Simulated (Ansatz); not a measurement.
# Lattice dynamics of Hf2NF2 monolayer, part 2 of 2

Wanted: phonon frequencies of Hf2NF2 monolayer and what follows from them.

Ansatz 0.2.0; DFT PBEsol, scalar-relativistic, plane waves, PAW; PAW set soft_1.

So far. Step 4 (Tight relaxation): The largest force component left is 0.018 meV/Å, within the tolerances set.

### 5. Linear response at the zone centre

The zone centre comes first: it holds the modes that light can see, as far as symmetry allows. No field response is asked, since the mesh shows no gap.

Input file input.yaml:

```yaml
crystal:
  lattice:
    - [3.220323954, 0.0, 0.0]
    - [-1.610161977, 2.7888823526, 0.0]
    - [0.0, 0.0, 33.2]
  atoms:
    - { symbol: "N", position: [0.0, 0.0, 0.3012048193] }
    - { symbol: Hf, position: [0.3333333333, 0.6666666667, 0.3355363763] }
    - { symbol: Hf, position: [0.6666666667, 0.3333333333, 0.2668732622] }
    - { symbol: F, position: [0.6666666667, 0.3333333333, 0.3755068133] }
    - { symbol: F, position: [0.3333333333, 0.6666666667, 0.2269028252] }
  periodic: [true, true, false]
kpoints:
  mp_grid: { grid: [12, 12, 1] }
hamiltonian:
  xc: pbesol
  pseudopotentials: { kind: paw, azcp: { folder: soft_1 }, xc_functional: pbe }
scf:
  occupations: { method: methfessel_paxton, width: 0.2 }
output:
  eigenvalues: true
phonons:
  method: dfpt
```

Launch:

```console
$ ansatz run input.yaml --threads 4 --pin off --max-ram 16384MiB --backend cpu --events-out ev --progress --plain --runs-dir out
```

Numbers of over 12 decimals in the logs are rounded to 6 here.

What it wrote:

```text
Warning: crystal.symmetry: narrowed to the stabiliser of the run's FFT grids — unitary ops 12 → 6. A phonons.method: dfpt run fills in the rows of the dynamical matrix that it does not solve by its symmetry operations, which is exact only for operations that map its FFT grids onto themselves: filled in by any other, the frequencies could depend on the order in which like atoms are typed, or, by more than the grids' own error, on where the crystal sits among the grids' points. Excluded: 6 operations. The run can therefore solve more perturbations, solve them on more k-points, or both, and cost more. [rest of the remark cut]
[...]
Crystal: 5 atoms, lattice volume = 298.173 Å³
Basis set: ecut = 420 eV, 5955 PW (Γ), exchange–correlation on 48×48×450 points (8 copies of the dense FFT grid, shifted against one another)
Bands: 43, of which v1, the nominal top of the filled ones, is band 36 counted from 1 (35 counted from 0)
Symmetry: 12 space group operations
k-points: 43 of 144 (irreducible under 2 space group operations, time reversal used)
[...]
SCF iter   1: F=—  HF=-33186.809480 eV  |F-HF|=—  |Δ(HF+E_count)|=         —  Δρ=5.18e-2  dr2=1.33e1  ethr=3.10e-3  ⟨swp⟩=11.7  Hψ=11237  notcnv=0
[...]
SCF iter  13: F=-33183.268983 eV  HF=-33183.268983 eV  |F-HF|=2.11e-10  |Δ(HF+E_count)|=  5.82e-11  S|Δr|=    0.00e0  Δρ=1.19e-8  dr2=2.28e-13  ethr=1.00e-12  ⟨swp⟩=11.5  Hψ=15156  notcnv=0
SCF 1 converged in 13 iterations: F = -33183.268983 eV  dr2 = 2.28e-13
[...]
DFPT response loops at Γ: preconditioner auto → none (partly filled bands, converged f_vac=0.786); β = 0.50; Broyden in place of MSR1
SCF converged after 13 iterations
[...]
Free energy (F): -33183.268983 eV
[...]
Internal energy: -33183.264604 eV  (E = F + TS)
E sigma→0 (E₀):  -33183.267889 eV
Entropy (-TS):   -0.004379 eV (-0.876 meV/atom)
Fermi energy:    -3.133268 eV
[...]
--- Band table (eV; the first three rows and the last of 43) ---
  k-point 0: bands = [... 32 lower, -9.0308, -9.0308, -3.7211, -3.7211, -3.1240, -2.7355, -2.2634, -0.8513 (-0.8513°), ... 3 higher]
  k-point 1: bands = [... 32 lower, -9.2120, -9.0657, -4.0652, -3.5570, -2.9022, -2.7023, -1.9255, -1.2888 (-1.2888°), ... 3 higher]
  k-point 2: bands = [... 32 lower, -9.4265, -9.1343, -4.6972, -3.0861, -2.8663, -2.1686, -1.6589, -1.0470 (-1.0470°), ... 3 higher]
  k-point 42: bands = [... 32 lower, -9.6906, -9.2691, -4.4064, -3.9767, -1.1299, -0.8056, -0.4568, 0.4754, ... 3 higher]
  ° read free of the cell's end (the report's vacuum.weakly_bound_levels)
--- Phonons (Γ-DFPT): 10 representative perturbations + reference, on 43 of 144 k-points (Σ response iterations 54) ---
  ASR residual: 1.509e-5 → 0.000e0 eV/Å²; symmetrization residual: 3.030e-6 eV/Å²
  The last average, over the group as it would stand without the narrowing to the FFT grids, took up to 1.867e-6 eV/Å² of the zone centre's force constants
  ASR residual per site (eV/Å²): 1.51e-5 5.40e-6 6.40e-6 1.18e-5 1.00e-5
  Γ frequencies (cm⁻¹): 0.00 0.00 0.00 127.83 127.83 183.52 233.12 233.12 239.16 239.16 390.04 405.84 499.39 652.39 652.39
  non-analytic LO–TO correction: not included (Born effective charges unavailable; polar crystals: no LO–TO splitting at Γ)
```

Wall time 4.4 min (4 threads of Arm Neoverse V1, shared host); peak memory 2 GiB.

The column dr2 measures how far the density is from self-consistency, as an energy; F and HF (Harris–Foulkes) agree once it is small.

This step gave:

- sum-rule residual before enforcement: 1.51e-5 eV/Å²
- point group: -3m
- highest optical mode at the zone centre (no LO-TO term): 652.4 cm⁻¹
- lowest optical zone-centre mode: 127.8 cm⁻¹

Patterns of degenerate modes are one choice out of their space. The modes at Γ (shares of kinetic energy by element, %):

| mode | frequency (cm⁻¹) | symmetry | N % | Hf % | F % |
| --- | --- | --- | --- | --- | --- |
| 1 | 0.0 | acoustic | 3 | 87 | 9 |
| 2 | 0.0 | acoustic | 3 | 87 | 9 |
| 3 | 0.0 | acoustic | 3 | 87 | 9 |
| 4 | 127.8 | Eg | 0 | 92 | 8 |
| 5 | 127.8 | Eg | 0 | 92 | 8 |
| 6 | 183.5 | A1g | 0 | 85 | 15 |
| 7 | 233.1 | Eg | 0 | 8 | 92 |
| 8 | 233.1 | Eg | 0 | 8 | 92 |
| 9 | 239.2 | Eu | 0 | 9 | 91 |
| 10 | 239.2 | Eu | 0 | 9 | 91 |
| 11 | 390.0 | A2u | 3 | 7 | 89 |
| 12 | 405.8 | A1g | 0 | 15 | 85 |
| 13 | 499.4 | A2u | 93 | 5 | 1 |
| 14 | 652.4 | Eu | 96 | 4 | 0 |
| 15 | 652.4 | Eu | 96 | 4 | 0 |

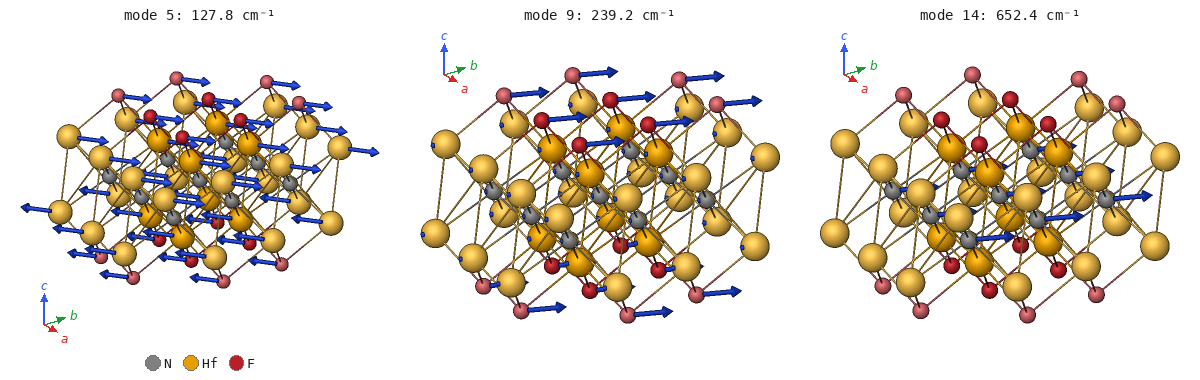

Displacement patterns of modes 5, 9 and 14 at Γ; arrows are exaggerated. 2×2×1 cells are drawn. Some periodic images of atoms are drawn too.

Before it was imposed, the acoustic sum rule was missed by 1.5e-5 eV/Å². Small misses are needed for a sound result but don't prove that mesh and cutoff are converged. The lowest optical mode is real, 128 cm⁻¹.

### 6. The dispersion

Stability and thermal properties need the whole zone. Linear response on a 4×4×1 q mesh gives force constants as far as a supercell of that size would.

Edit input.yaml of step 5 so:

```diff
@@ -23 +23,10 @@
   method: dfpt
+  qmesh: [4, 4, 1]
+  temperatures: { t_max: 1000, t_step: 50 }
+  qpath:
+    path:
+      - [0.0, 0.0, 0.0]
+      - [0.5, 0.0, 0.0]
+      - [0.33333333, 0.33333333, 0.0]
+      - [0.0, 0.0, 0.0]
+    npoints: 10
```

What it wrote:

```text
[...]
Crystal: 5 atoms, lattice volume = 298.173 Å³
Basis set: ecut = 420 eV, 5955 PW (Γ), exchange–correlation on 48×48×450 points (8 copies of the dense FFT grid, shifted against one another)
Bands: 43, of which v1, the nominal top of the filled ones, is band 36 counted from 1 (35 counted from 0)
Symmetry: 12 space group operations
k-points: 19 of 144 (irreducible under 6 space group operations, time reversal used)
[...]
SCF iter   1: F=—  HF=-33186.809920 eV  |F-HF|=—  |Δ(HF+E_count)|=         —  Δρ=5.18e-2  dr2=1.33e1  ethr=3.10e-3  ⟨swp⟩=11.7  Hψ=4981  notcnv=0
[...]
SCF iter  12: F=-33183.268983 eV  HF=-33183.268983 eV  |F-HF|=7.28e-12  |Δ(HF+E_count)|=   1.39e-9  S|Δr|=    0.00e0  Δρ=4.65e-8  dr2=5.19e-12  ethr=1.00e-12  ⟨swp⟩=13.8  Hψ=16056  notcnv=0
SCF 1 converged in 12 iterations: F = -33183.268983 eV  dr2 = 5.19e-12
[...]
phonons: the bands overlap, so this run is a metal and interpolates without the dipole-dipole term. If the crystal is really an insulator or semiconductor, its LO-TO splitting is missing
NSCF: frozen V_eff on 19 k-points
[...]
WARN: eigensolver did not converge in 3 slots of this pass, the one above among them; of largest residual over every band (k=2): 1 band(s) unlocked (lowest unlocked band 42, counted from 0; max residual 1.61e-4 eV among the unlocked bands, 1.61e-4 eV over every band); of lowest unlocked band (k=2): band 42
[...]
DFPT response loops at q = (0, 0, 0) (fractional): preconditioner auto → none (partly filled bands, converged f_vac=0.786); β = 0.50; Broyden in place of MSR1
[...]
SCF converged after 12 iterations
[...]
Free energy (F): -33183.268983 eV
[...]
Internal energy: -33183.264604 eV  (E = F + TS)
E sigma→0 (E₀):  -33183.267889 eV
Entropy (-TS):   -0.004379 eV (-0.876 meV/atom)
Fermi energy:    -3.133269 eV
[...]
--- Band table (eV; the first three rows and the last of 19) ---
  k-point 0: bands = [... 32 lower, -9.0308, -9.0308, -3.7211, -3.7211, -3.1240, -2.7355, -2.2634, -0.8513 (-0.8513°), ... 3 higher]
  k-point 1: bands = [... 32 lower, -9.2120, -9.0657, -4.0652, -3.5570, -2.9022, -2.7023, -1.9255, -1.2888 (-1.2888°), ... 3 higher]
  k-point 2: bands = [... 32 lower, -9.4265, -9.1343, -4.6972, -3.0861, -2.8663, -2.1686, -1.6589, -1.0470 (-1.0470°), ... 3 higher]
  k-point 18: bands = [... 32 lower, -9.8748, -9.2532, -3.3689, -3.2072, -3.2072, -0.7493, 0.1215, 0.1215, ... 3 higher]
  ° read free of the cell's end (the report's vacuum.weakly_bound_levels)
--- Phonons (Γ-DFPT): 10 representative perturbations + reference (Σ response iterations 55) ---
  ASR residual: 1.016e-4 → 0.000e0 eV/Å²; symmetrization residual: 3.306e-6 eV/Å²
[...]
ASR residual per site (eV/Å²): 1.02e-4 1.49e-5 1.66e-5 1.89e-5 1.65e-5
[...]
--- Phonons (arbitrary-q DFPT): 4 irreducible q on the 4×4×1 mesh ---
  q = [0.0000, 0.0000, 0.0000] (star 1, of the zone-centre solve; hermiticity 2.60e-7, symmetrization 4.09e-12, taken by the last average 1.15e-7): 0.00 0.00 0.00 127.83 127.83 183.52 233.12 233.12 239.16 239.16 390.04 405.84 499.39 652.39 652.39
  q = [0.0000, 0.2500, 0.0000] (star 6, 15 solved perturbations on 78 of 144 k-point pairs; hermiticity 1.38e-7, symmetrization 5.65e-11, taken by the last average 4.84e-7): 58.34 67.48 99.76 123.08 123.73 179.63 225.84 234.28 235.21 236.27 357.45 362.45 504.02 631.43 638.89
[...]
q = [0.2500, 0.2500, 0.0000] (star 6, 10 solved perturbations in 1110 linear systems a pass and spin channel, the states on 144 of 144 k-point pairs; hermiticity 1.39e-7, symmetrization 2.52e-11, taken by the last average 1.41e-7): 61.08 84.77 98.04 122.93 132.30 164.74 213.11 217.72 231.95 240.46 337.40 338.96 510.64 585.09 632.93
  sum rule: each row above includes the acoustic sum rule's correction from the zone centre's row sums; it moved no ω² by more than (1.40 cm⁻¹)²
  mesh force constants: q→R imaginary residual 5.64e-18; ASR residual 1.016e-4 → 0.000e0 eV/Å²; symmetrization residual 1.421e-14 eV/Å²
  interpolated dispersion: 31 rows × 15 modes
  density of states and harmonic sums: on the 24×24×1 q-mesh, interpolated from the force constants of a 4×4×1 supercell (no non-analytic term)
  largest difference from the sums on the solved wave vectors: F 4.37e-2 eV, S 5.68e-5 and C_V 1.30e-5 eV/K
  zero-point energy: 0.250986 eV/cell   skipped modes (ω ≤ 0): 6, of them read as no rigid motion or as one in doubt: 3 (3.125e-2 modes/cell left out, lowest -6.33 cm⁻¹)   left out of the sums: 2.43e-3 of the cell's modes: C_V's classical limit lies that fraction below 3 k_B per atom; for a crystal, a wire or a layer, F and S can be off by more, and a phonons.interpolated_qmesh denser along its periods is the remedy for the sampling
```

The job ended after 30 min (4 threads; peak memory 4.1 GiB).

This step gave:

- sum-rule residual before enforcement: 1.02e-4 eV/Å²
- lowest frequency on the path: -5.874 cm⁻¹
- highest frequency on the path or at a solved wavevector: 652.4 cm⁻¹
- lowest mode on the q mesh (acoustic modes at Γ apart): 58.34 cm⁻¹

Frequencies (cm⁻¹) solved at each irreducible wavevector; negative means imaginary. Frequencies by wavevector, by row:

| q in reciprocal lattice units | star | mode 1 | mode 2 | mode 3 | mode 4 | mode 13 | mode 14 | mode 15 |
| --- | --- | --- | --- | --- | --- | --- | --- | --- |
| 0 0 0 | 1 | 0 | 0 | 0 | 127.8 | 499.4 | 652.4 | 652.4 |
| 0 0.25 0 | 6 | 58.3 | 67.5 | 99.8 | 123.1 | 504 | 631.4 | 638.9 |
| 0 -0.5 0 | 3 | 96.6 | 107.1 | 119.6 | 140.2 | 509 | 604.9 | 639.2 |
| 0.25 0.25 0 | 6 | 61.1 | 84.8 | 98 | 122.9 | 510.6 | 585.1 | 632.9 |

Interpolated from a 4×4×1 q mesh. The phonon branches at the labelled points (cm⁻¹):

| point | branch 1 | branch 2 | branch 3 | branch 4 | branch 12 | branch 13 | branch 14 | branch 15 |
| --- | --- | --- | --- | --- | --- | --- | --- | --- |
| Γ | 0 | 0 | 0 | 128 | 406 | 499 | 652 | 652 |
| M | 97 | 107 | 120 | 140 | 348 | 509 | 605 | 639 |
| K | 75 | 80 | 80 | 116 | 333 | 512 | 598 | 598 |
| Γ | 0 | 0 | 0 | 128 | 406 | 499 | 652 | 652 |

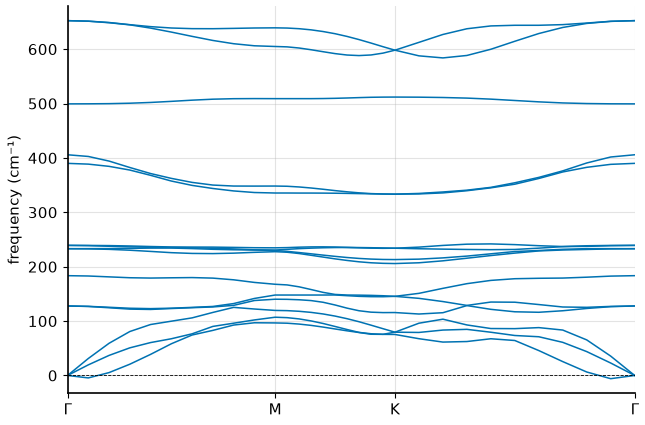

Phonon branches along the path.

The phonon density of states has structure finer than the step of the table below, so its rows give means over 50 cm⁻¹, whole bins alone (the curve runs from -5 to 655 cm⁻¹). Peaks (cm⁻¹: height): 85.0: 0.0592, 125.0: 0.0980, 175.0: 0.0553, 235.0: 0.228, 345.0: 0.0678, 505.0: 0.0774, 635.0: 0.0540.

Tetrahedra on a 24×24×1 mesh, mean over bins of 10 cm-1. Interpolated from a 4×4×1 q mesh. The phonon density of states by wavenumber; means over each step:

| wavenumber (cm⁻¹) | phonon density of states (1/cm⁻¹/cell) |
| --- | --- |
| 50 | 0.0180 |
| 100 | 0.0531 |
| 150 | 0.0393 |
| 200 | 0.0279 |
| 250 | 0.0593 |
| 300 | 0 |
| 350 | 0.0356 |
| 400 | 0.00441 |
| 450 | 0 |
| 500 | 0.02 |
| 550 | 0 |
| 600 | 0.0170 |

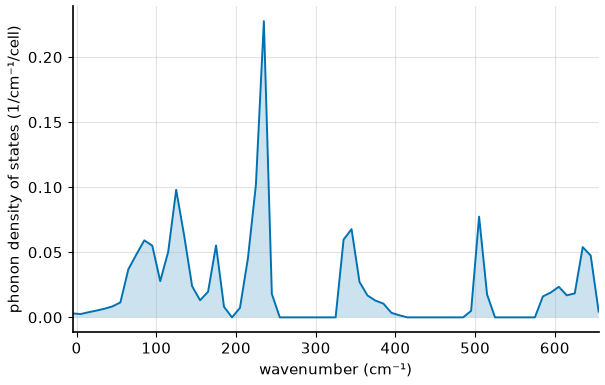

Phonon density of states against wavenumber.

The partial phonon density of states has structure finer than the step of the table below, so its rows give means over 25 cm⁻¹, whole bins alone (the curve runs from -16.1 to 682 cm⁻¹). Peaks (cm⁻¹: height): F 234.1: 0.174, 339.5: 0.0632; Hf 89.3: 0.0533, 124.4: 0.0868, 177.1: 0.0406, 234.1: 0.0111; N 506.3: 0.0591, 638.1: 0.0571.

Phonopy on the run's constants, 21x21x1 mesh, Gaussian sigma 5.0 cm-1. Interpolated from a 4×4×1 q mesh. Partial phonon density of states against wavenumber; means over each step; values in 1/cm⁻¹/cell:

| wavenumber (cm⁻¹) | F | Hf | N |
| --- | --- | --- | --- |
| 0 | 2.6e-4 | 0.00225 | 9.7e-5 |
| 25 | 5.3e-4 | 0.00458 | 2.1e-4 |
| 50 | 0.00119 | 0.0109 | 5.8e-4 |
| 75 | 0.00378 | 0.0408 | 0.00253 |
| 100 | 0.00308 | 0.0398 | 0.00184 |
| 125 | 0.00406 | 0.0684 | 4.9e-4 |
| 150 | 8.2e-4 | 0.0224 | 2.1e-4 |
| 175 | 0.00265 | 0.0270 | 6.5e-5 |
| 200 | 0.00779 | 0.00183 | 1.9e-5 |
| 225 | 0.108 | 0.00747 | 1.7e-4 |
| 250 | 0.0340 | 0.00220 | 2.5e-5 |
| 275 | 4.8e-7 | 0 | 0 |
| 300 | 0 | 0 | 0 |
| 325 | 0.0156 | 0.00132 | 4.0e-5 |
| 350 | 0.0424 | 0.00398 | 8.2e-5 |
| 375 | 0.0119 | 0.00132 | 9.4e-5 |
| 400 | 0.00296 | 4.1e-4 | 2.5e-5 |
| 425 | 3.4e-5 | 5.3e-6 | 0 |
| 450 | 0 | 0 | 0 |
| 475 | 6.2e-7 | 3.1e-6 | 6.6e-5 |
| 500 | 3.9e-4 | 0.00175 | 0.0293 |
| 525 | 1.4e-4 | 4.9e-4 | 0.00776 |
| 550 | 0 | 0 | 0 |
| 575 | 4.3e-5 | 1.8e-4 | 0.00423 |
| 600 | 1.7e-4 | 7.7e-4 | 0.0196 |
| 625 | 2.5e-4 | 0.00105 | 0.0257 |
| 650 | 1.7e-4 | 0.00109 | 0.0266 |

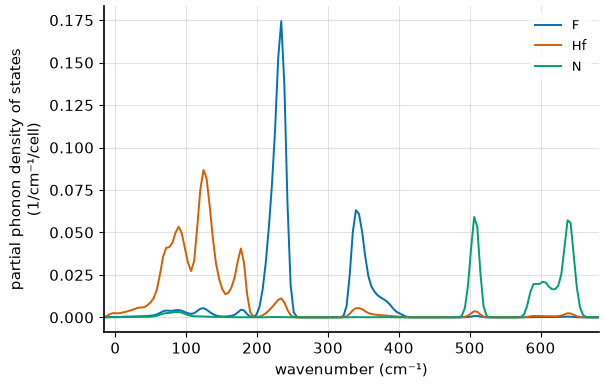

Partial phonon density of states, plotted against wavenumber.

Symmetry leaves 4 wavevectors to solve. The lowest mode among them, the acoustic zeros apart, lies at q = (0, 0.25, 0) and is real, 58.3 cm⁻¹. Between them the interpolated path dips to 6i cm⁻¹.

### 7. Another isotope, element Hf, natural mass 178.486 amu

An isotope changes the mass and not the force constants, so no new electronic calculation is needed; the shifts show which modes move this element.

The same force constants with the mass of Hf changed from 178.486 to 173.940 u (phonopy, no LO-TO term). Both lists are sorted by frequency; levels can cross, so a row need not hold one and the same mode. Modes under 3 cm⁻¹ are left out. Isotope shifts, by row, the first 40 of 57 rows:

| q | rank | natural mass (cm⁻¹) | changed mass (cm⁻¹) |
| --- | --- | --- | --- |
| 0 0 0 | 4 | 127.8 | 129.3 |
| 0 0 0 | 5 | 127.8 | 129.3 |
| 0 0 0 | 6 | 183.5 | 185.5 |
| 0 0 0 | 7 | 233.1 | 233.4 |
| 0 0 0 | 8 | 233.1 | 233.4 |
| 0 0 0 | 9 | 239.2 | 239.4 |
| 0 0 0 | 10 | 239.2 | 239.4 |
| 0 0 0 | 11 | 390 | 390.4 |
| 0 0 0 | 12 | 405.8 | 406.6 |
| 0 0 0 | 13 | 499.4 | 499.7 |
| 0 0 0 | 14 | 652.4 | 652.7 |
| 0 0 0 | 15 | 652.4 | 652.7 |
| 0 0.25 0 | 1 | 58.34 | 58.99 |
| 0 0.25 0 | 2 | 67.48 | 68.23 |
| 0 0.25 0 | 3 | 99.76 | 100.9 |
| 0 0.25 0 | 4 | 123.1 | 124.5 |
| 0 0.25 0 | 5 | 123.7 | 125.3 |
| 0 0.25 0 | 6 | 179.6 | 181.7 |
| 0 0.25 0 | 7 | 225.8 | 226.2 |
| 0 0.25 0 | 8 | 234.3 | 234.6 |
| 0 0.25 0 | 9 | 235.2 | 235.4 |
| 0 0.25 0 | 10 | 236.3 | 236.4 |
| 0 0.25 0 | 11 | 357.4 | 357.9 |
| 0 0.25 0 | 12 | 362.4 | 362.9 |
| 0 0.25 0 | 13 | 504 | 504.4 |
| 0 0.25 0 | 14 | 631.4 | 631.7 |
| 0 0.25 0 | 15 | 638.9 | 639.2 |
| 0 -0.5 0 | 1 | 96.63 | 97.73 |
| 0 -0.5 0 | 2 | 107.1 | 108.4 |
| 0 -0.5 0 | 3 | 119.6 | 121 |
| 0 -0.5 0 | 4 | 140.2 | 142 |
| 0 -0.5 0 | 5 | 147.9 | 149.7 |
| 0 -0.5 0 | 6 | 167.7 | 169.7 |
| 0 -0.5 0 | 7 | 227.6 | 227.7 |
| 0 -0.5 0 | 8 | 229.8 | 229.8 |
| 0 -0.5 0 | 9 | 230.6 | 230.7 |
| 0 -0.5 0 | 10 | 234.7 | 234.7 |
| 0 -0.5 0 | 11 | 335.5 | 335.7 |
| 0 -0.5 0 | 12 | 348.3 | 348.7 |
| 0 -0.5 0 | 13 | 509 | 509.4 |

A mode of this element alone would shift by +1.30 %. The highest zone-centre frequency without the field goes from 652.4 to 652.7 cm⁻¹ (+0.0 %). The product of the frequency ratios over all optical modes at Γ is 1.045; the product rule, (m/m′)^(3k/2) (M′/M)^(3/2) with k = 2 such atoms and M the mass of the cell, gives 1.045.

### 8. Another isotope, element N, natural mass 14.007 amu

The same for N, from 14.01 to 15.00 u.

A mode of this element alone would shift by -3.37 %. The highest zone-centre frequency without the field goes from 652.4 to 631.2 cm⁻¹ (-3.2 %). The product of the frequency ratios over all optical modes at Γ is 0.906; the product rule, (m/m′)^(3k/2) (M′/M)^(3/2) with k = 1 such atoms and M the mass of the cell, gives 0.906.

### 9. Outcome

```
space group after relaxation (within 0.01 Å)            : P-3m1
area per atom                                           : 1.80 Å²
electronic character                                    : no gap on this mesh
highest optical mode at the zone centre (no LO-TO term) : 652 cm⁻¹
lowest optical zone-centre mode                         : 128 cm⁻¹
lowest mode on the q mesh (acoustic modes at Γ apart)   : 58.3 cm⁻¹
highest frequency on the path or at a solved wavevector : 652 cm⁻¹
imaginary modes on the 4×4×1 q mesh                     : none
```

**Reading.** No mode is imaginary at the 4 irreducible wavevectors solved, but between them the interpolated path dips to 5.9i cm⁻¹, so stability is not settled. The optical modes at Γ span 128 to 652 cm⁻¹. The highest mode in this list at Γ, 652.4 cm⁻¹, is mostly motion of N (96 % of the kinetic energy). With no gap, or one that is small against the smearing, the frequencies hang on the k mesh and the smearing, most of all near Kohn anomalies. The phonon runs are without spin polarisation, although the cell has an odd electron count. In a sheet or slab the interpolated bending branch near Γ is rough, since the rotational sum rule isn't imposed. Spin-orbit coupling is left out, which can matter for the heavy elements here. The PAW files were made for PBE and serve the other functionals too. A phonon run warned that its eigensolver left some bands unconverged in a pass. The starting cell was built on a prototype and not taken from a measurement. These are harmonic frequencies at zero temperature: anharmonic shifts, linewidths and thermal expansion are left out.

[Logs are printed without paths, hosts, clocks, repeated set-up lines and the standing remarks that a program may print on its own settings, such as how far it seeks lower states.]

[Hosts, paths, dates, database ids (printed as entryN), source tags and the programs' standing remarks are cut or masked in the printed files.]
